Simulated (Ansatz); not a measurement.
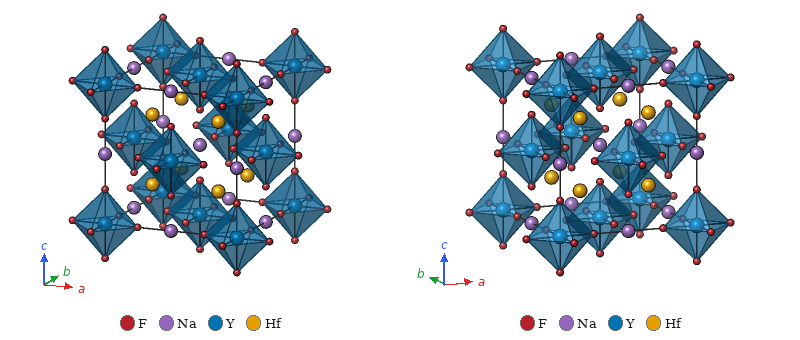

Polyhedra are drawn about Y (bonds: F–Y below 2.4 Å); other atoms are plain spheres. Two views of the same piece.

System NaYHf2F6 (space group Fm-3m, No. 225); source of the atomic positions: the geometry relaxed with DFT, PAW plane waves, pbe in Ansatz 0.2.0; the starting structure was generated, so it need not be a known form of this composition.

> What figure surrounds each Y atom, and how are these polyhedra linked?

Y: YF6 octahedron. The octahedra are isolated from each other. Their corner atoms also have Hf and Na as close neighbours (those links are not drawn).
